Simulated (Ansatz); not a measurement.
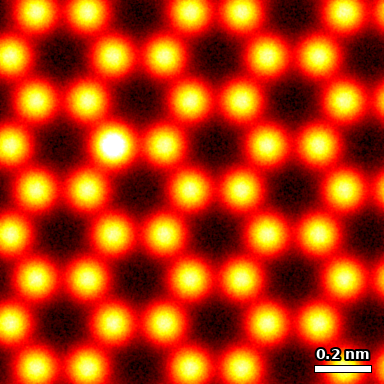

Z-contrast image of Zr (P6_3/mmc, No. 194) along [001]. The image is simulated as a sum over atoms of Z^1.7, blurred by a 1.05 Å probe (no channelling). The probe carries 25 % of its weight in a tail 2.5 times as wide. The display is stretched by a gamma of 0.65; percentages refer to the linear signal. Shot noise was added.

The sample is 3 repeats (15.4 Å) thick. One point defect was put into the perfect crystal, without relaxing the atoms around it. Brightness is counted from the darkest point of the image. Host structure: the geometry relaxed at fixed volume with Ansatz, DFT r2SCAN, scalar-relativistic, plane waves, PAW.

Where is the defect (in Å from the left and the top edge), and what does its contrast suggest?

Answer. At about 4 Å from the left and 5 Å from the top. The column is brighter, which points to a heavier atom. The column holds 3 atoms (Zr) through the sample, and one Zr atom is replaced by Hf, so its peak rises to about 160 % of that of its equals.
